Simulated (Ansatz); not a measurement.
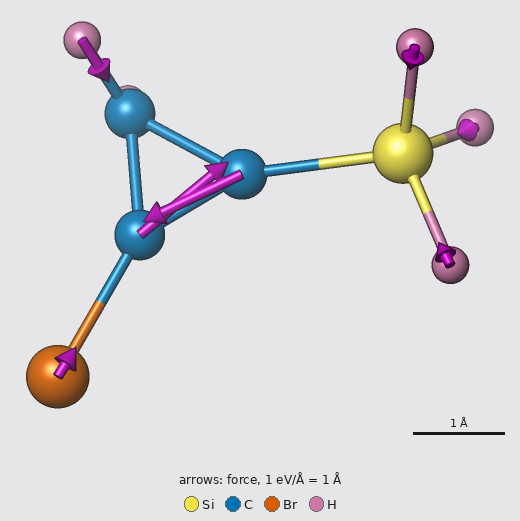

Starting geometry of C$_{3}$H$_{5}$BrSi with the computed forces as purple arrows. A ball-and-stick model, seen at a tilt.

The start comes from PBE-D4/def2-SVP.

Level of theory: RKS PBE0-D4/def2-TZVP in Ansatz.

Input
```yaml
crystal:
  periodic: [false, false, false]
  atoms:
    - {symbol: Si, position_ang: [-1.621544, -0.555443, 0.217403]}
    - {symbol: C, position_ang: [0.098115, 0.034838, -0.130908]}
    - {symbol: C, position_ang: [1.084780, 0.420078, -0.913506]}
    - {symbol: Br, position_ang: [1.669312, 0.748648, -2.641710]}
    - {symbol: C, position_ang: [1.463236, 0.429730, 0.515490]}
    - {symbol: H, position_ang: [-2.326969, 0.442407, 1.094491]}
    - {symbol: H, position_ang: [-2.377341, -0.723597, -1.069359]}
    - {symbol: H, position_ang: [-1.561851, -1.869432, 0.947191]}
    - {symbol: H, position_ang: [2.116063, -0.370099, 0.921059]}
    - {symbol: H, position_ang: [1.539400, 1.391670, 1.062648]}
basis:
  gaussian: {orbitals: def2-TZVP}
hamiltonian: {xc: pbe0, dispersion: d4}
relax: {f_tol: 0.005, max_steps: 150}
```

Command:
```bash
ansatz run in.yaml --threads 4 --pin off --events-out ev --progress --plain --max-ram 10444MiB
```

Question: Is this structure relaxed? If not, where do the atoms go?

Answer: It isn't relaxed: the largest force vector, on C3, is 1.28 eV/Å. The final displacements follow the starting forces only in part (cosine between the two patterns 0.53). Over 4 geometry steps the energy falls by 5.05 kJ/mol. The largest force component goes from 0.99 to 0.0036 eV/Å. The atom that moves furthest after the best rigid fit is Br4 (0.044 Å). Largest moves by element: Br 0.044 Å, H 0.035 Å, C 0.025 Å, Si 0.019 Å. Among the contacts that change: C2–C3 1.317 → 1.294 Å, C5–H10 1.109 → 1.090 Å, Si1–H6 1.504 → 1.485 Å, Si1–H7 1.502 → 1.484 Å. The run took 27 s on 4 threads of Arm Neoverse V1 (shared host).
